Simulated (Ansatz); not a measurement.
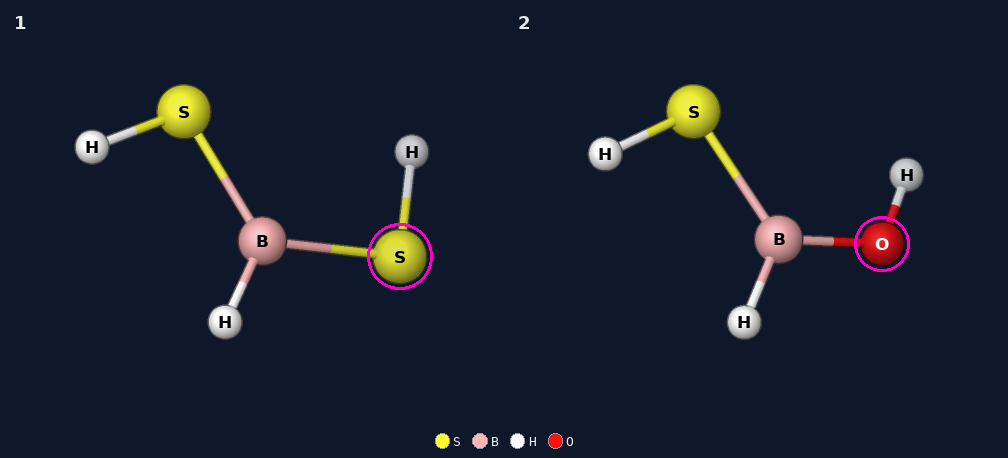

2 molecules with one skeleton, seen from the same side and at one scale; the atom that differs is circled. Each species is neutral and a spin singlet. Computed geometries: PBE0-D4/def2-TZVP optimisations, one conformation each. Properties computed with Ansatz 0.2.0.

One atom differs, called X below: S in panel 1, O in panel 2. Their formulas are BH3S2 (`SBS`), BH3OS (`OBS`).

In which is the vertical ionisation energy higher (PBE-D4/def2-TZVPP)?

In panel 2 (X = O).

In which is the angle B–X–H larger (PBE0-D4/def2-TZVP)?

In panel 2 (X = O).

Give the values. With PBE0-D4/def2-TZVP: length of X–B (Å), length of X–H (Å), angle B–X–H (°). With PBE-D4/def2-TZVPP: dipole moment (D), HOMO energy (Kohn–Sham orbital) (eV), HOMO–LUMO gap (eV), vertical ionisation energy (eV).

```tsv
quantity	1 (S)	2 (O)	2 − 1
length of X–B (Å)	1.783	1.351	−0.432
length of X–H (Å)	1.346	0.961	−0.385
angle B–X–H (°)	98.9	115.3	+16.4
dipole moment (D)	0.75	0.75	0.00
HOMO energy (Kohn–Sham orbital) (eV)	−6.43	−6.67	−0.24
HOMO–LUMO gap (eV)	4.60	5.64	+1.04
vertical ionisation energy (eV)	9.52	10.24	+0.72
```
